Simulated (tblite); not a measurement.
# C4H9ClO2Si2: the cost of one run

The runs use tblite 0.8.0 and PySCF 2.14.0, with density-fitted response routines of our own; the level of theory stands in each step. All values are computed, except where a source is named. Atoms are numbered from 0 throughout.

## 1. The starting structure

18 atoms, charge 0, multiplicity 1; geometry from: force field or distance geometry start.

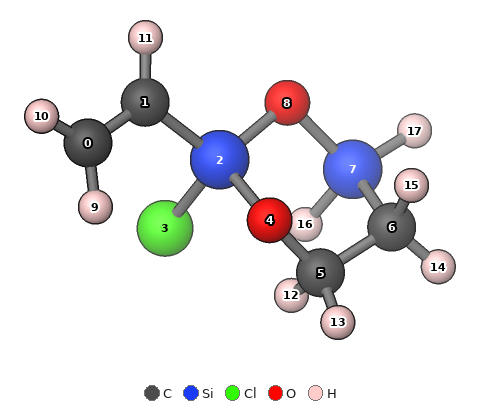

As it starts; carbon dark grey, silicon blue, chlorine green, oxygen red, hydrogen pink, atoms numbered.

## 2. Relaxing the molecule with GFN2-xTB

The job: settings as JSON, then the geometry in Å.

```
{"job": {"kind": "relax", "xc": "GFN2-xTB", "basis": "xTB"}, "charge": 0, "multiplicity": 1}
C      3.395600    -0.066100    -0.474100
C      2.482800    -0.304900     0.492000
Si     0.740200    -0.414600    -0.035700
Cl     0.538500    -1.977800    -1.427400
O      0.204200     1.041200    -0.757300
C     -1.058000     0.978200    -1.332800
C     -2.091400     0.944300    -0.213200
Si    -1.909600    -0.786000     0.523000
O     -0.336500    -0.795900     1.248200
H      2.935900     0.043800    -1.469700
H      4.433300     0.017500    -0.292400
H      2.793500    -0.440700     1.539500
H     -1.160300    -0.008200    -1.847600
H     -1.256000     1.799200    -2.048100
H     -3.099900     1.085700    -0.605100
H     -1.822000     1.707200     0.561200
H     -1.835100    -1.702600    -0.615600
H     -2.964000    -1.113900     1.478700
```

On the command line:

```
$ OMP_NUM_THREADS=1 python probes_run.py task.json out
```

This one command runs all jobs of the session in turn.

**Question.** How long does this first job take on 1 thread of Arm Neoverse N1, shared host, and how much memory does it need?

About 3 s, with a peak of 0.18 GiB.
